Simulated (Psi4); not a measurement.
# AlH3 (SMILES [H][Al]([H])[H]) at M06-2X/6-31G(d) (spherical functions, sweep point 3)

Aim: the vertical ionisation energy of AlH3 at M06-2X/6-31G* (spherical functions, sweep point 3), from 2 runs. The job is set up through a Python script.

The results are computed with Psi4 1.11.

## 1. The system as given

AlH3 has 4 atoms, charge 0, and is taken as a singlet. SMILES: `[H][Al]([H])[H]`. Geometry: a GFN2-xTB relaxation, a rough one for these elements and not checked as a minimum.

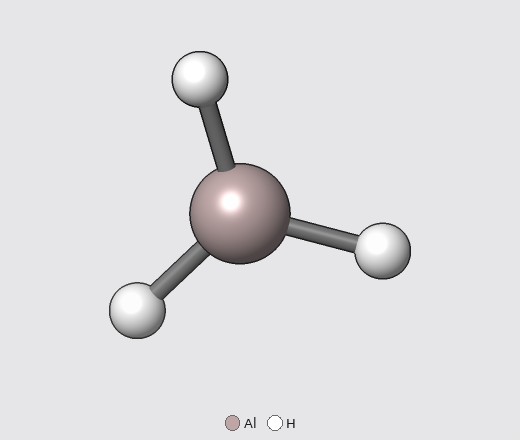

The structure, seen from a chosen angle (aluminium light grey, hydrogen white).

## 2. The energy at M06-2X/6-31G(d) (spherical functions, sweep point 3)

Contents of run.py:

```python
import psi4

psi4.set_memory('1600 MB')
psi4.set_num_threads(1)
psi4.set_output_file('alh3.out', False)

geom = psi4.geometry("""
0 1
Al    -0.000010    -0.000020     0.000020
H      1.552650    -0.030520     0.014610
H     -0.749810     1.359840    -0.019120
H     -0.802830    -1.329300     0.004480
symmetry c1
""")

psi4.set_options(dict(basis='6-31G*', puream=True, scf_type='pk', dft_radial_points=99, dft_spherical_points=590))

result = psi4.energy("m06-2x", molecule=geom)
print(f'm06-2x energy: {result:.10f} Eh')
for k, v in sorted(psi4.core.scalar_variables().items()):
    print(f'{k:45s} {v:18.10f}')
```

Command:

```console
$ python run.py
```

alh3.out:

```text
[...]
  Running in c1 symmetry.
[...]
  Nuclear repulsion =   13.879459646128723
[...]
  Multiplicity = 1
[...]
  Nalpha       = 8
  Nbeta        = 8
[...]
    Number of basis functions: 24
[...]
   @RKS iter   1:  -244.13142803957601   -4.85460e-01   4.22474e-03 DIIS/ADIIS
[...]
   @RKS iter   5:  -244.13977861887844   -2.14776e-08   6.61667e-07 DIIS
[...]
    Orbital Energies [Eh]
    ---------------------
    Doubly Occupied:
       1A    -56.841787     2A     -4.377876     3A     -2.880421
       4A     -2.874567     5A     -2.874567     6A     -0.486543
       7A     -0.357823     8A     -0.357815
[...]
  @RKS Final Energy:  -244.13977861887844
   => Energetics <=
    Nuclear Repulsion Energy =             13.8794596461287227
    One-Electron Energy =                -366.3233244334873575
    Two-Electron Energy =                 117.6632989799906568
    DFT Exchange-Correlation Energy =      -9.3592128115104618
    Empirical Dispersion Energy =           0.0000000000000000
    VV10 Nonlocal Energy =                  0.0000000000000000
    Total Energy =                       -244.1397786188784380
[...]
 Multipole Moments:
 ------------------------------------------------------------------------------------
     Multipole            Electronic (a.u.)      Nuclear  (a.u.)        Total (a.u.)
 ------------------------------------------------------------------------------------
 L = 1.  Multiply by 2.5417464519 to convert [e a0] to [Debye]
 Dipole X            :         -0.0000654            0.0000350           -0.0000304
 Dipole Y            :         -0.0001353            0.0000699           -0.0000654
 Dipole Z            :          0.0001340           -0.0000787            0.0000553
 Magnitude           :                                                    0.0000909
[...]
```

The script printed:

```text
m06-2x energy: -244.1397786189 Eh
CURRENT ENERGY                                   -244.1397786189
CURRENT REFERENCE ENERGY                         -244.1397786189
DD SOLVATION ENERGY                                 0.0000000000
DFT FUNCTIONAL TOTAL ENERGY                      -244.1397786189
DFT TOTAL ENERGY                                 -244.1397786189
DFT VV10 ENERGY                                     0.0000000000
DFT XC ENERGY                                      -9.3592128115
GRID ELECTRONS ALPHA                                8.0000000212
GRID ELECTRONS BETA                                 8.0000000212
GRID ELECTRONS TOTAL                               16.0000000424
NUCLEAR REPULSION ENERGY                           13.8794596461
ONE-ELECTRON ENERGY                              -366.3233244335
PCM POLARIZATION ENERGY                             0.0000000000
PE ENERGY                                           0.0000000000
SCF ITERATION ENERGY                             -244.1397786189
SCF ITERATIONS                                      5.0000000000
SCF TOTAL ENERGY                                 -244.1397786189
TWO-ELECTRON ENERGY                               117.6632989800
XC GRID RADIAL POINTS                              99.0000000000
XC GRID SPHERICAL POINTS                          590.0000000000
XC GRID TOTAL POINTS                           224583.0000000000
```

Run time: 4.2 s. Hardware: 1 thread of Intel Xeon Platinum 8375C at 2.90GHz (Ice Lake), shared host; peak memory 0.61 GiB.

## 3. The doublet cation, same level

Contents of run.py:

```python
import psi4

psi4.set_memory(1600000000)
psi4.set_num_threads(1)
psi4.set_output_file('output.dat', False)

m = psi4.geometry("""
1 2
Al    -0.000010    -0.000020     0.000020
H      1.552650    -0.030520     0.014610
H     -0.749810     1.359840    -0.019120
H     -0.802830    -1.329300     0.004480
symmetry c1
""")

psi4.set_options({
    'basis': '6-31G*',
    'reference': 'uks',
    'puream': True,
    'scf_type': 'pk',
    'dft_radial_points': 99,
    'dft_spherical_points': 590,
    'maxiter': 100,
})

result, w = psi4.energy('m06-2x', molecule=m, return_wfn=True)
print(f'm06-2x energy: {result:.10f} Eh')
```

Command:

```console
$ python run.py
```

output.dat:

```text
[...]
  Running in c1 symmetry.
[...]
  Nuclear repulsion =   13.879459646128723
[...]
  Multiplicity = 2
[...]
  Nalpha       = 8
  Nbeta        = 7
[...]
    Number of basis functions: 24
[...]
   @UKS iter   1:  -243.70397754690342   -5.80099e-02   4.74739e-03 DIIS/ADIIS
[...]
   @UKS iter   9:  -243.72183355110093   -2.36122e-09   5.55008e-07 DIIS
[...]
   @S^2 Observed:                7.724796379E-01
[...]
    Orbital Energies [Eh]
    ---------------------
    Alpha Occupied:
       1A    -57.158999     2A     -4.690384     3A     -3.192500
       4A     -3.190926     5A     -3.184723     6A     -0.812429
       7A     -0.719729     8A     -0.618486
    Alpha Virtual:
       9A     -0.279438    10A     -0.173255    11A     -0.127350
      12A     -0.121744    13A     -0.078175    14A     -0.010521
      15A      0.000046    16A      0.003277    17A      0.192861
      18A      0.218747    19A      0.325518    20A      0.345815
      21A      0.366438    22A      0.683449    23A      0.770194
      24A      0.901240
[...]
  @UKS Final Energy:  -243.72183355110093
   => Energetics <=
    Nuclear Repulsion Energy =             13.8794596461287227
    One-Electron Energy =                -361.3913093392511655
    Two-Electron Energy =                 112.9977924908207569
    DFT Exchange-Correlation Energy =      -9.2077763487992463
    Empirical Dispersion Energy =           0.0000000000000000
    VV10 Nonlocal Energy =                  0.0000000000000000
    Total Energy =                       -243.7218335511009286
[...]
 Multipole Moments:
 ------------------------------------------------------------------------------------
     Multipole            Electronic (a.u.)      Nuclear  (a.u.)        Total (a.u.)
 ------------------------------------------------------------------------------------
 L = 1.  Multiply by 2.5417464519 to convert [e a0] to [Debye]
 Dipole X            :          0.4251490            0.0000350            0.4251839
 Dipole Y            :          0.5403052            0.0000699            0.5403751
 Dipole Z            :         -0.0008090           -0.0000787           -0.0008877
 Magnitude           :                                                    0.6875954
[...]
```

The script printed:

```text
m06-2x energy: -243.7218335511 Eh
```

Run time: 7.5 s. Hardware: 1 thread of Intel Xeon Platinum 8375C at 2.90GHz (Ice Lake), shared host; peak memory 0.61 GiB.

## 4. What came out

Level: M06-2X/6-31G* (spherical functions, sweep point 3).

```
                                          quantity          value
                        singlet AlH3: total energy  -244.13978 Eh
                       singlet AlH3: dipole moment         0.00 D
                         singlet AlH3: HOMO energy       -9.74 eV
                         singlet AlH3: LUMO energy       -1.17 eV
                       singlet AlH3: HOMO–LUMO gap        8.57 eV
                      doublet cation: total energy  -243.72183 Eh
doublet cation: HOMO energy (highest over α and β)      -16.27 eV
 doublet cation: LUMO energy (lowest over α and β)      -13.06 eV
                              doublet cation: ⟨S²⟩          0.772
vertical ionisation energy (to the doublet cation)      11.373 eV
```

**Reading.** Removing an electron at fixed nuclei costs 11.37 eV (1097 kJ/mol). The negative HOMO energy of the first species, 9.74 eV, lies 1.64 eV below that difference.
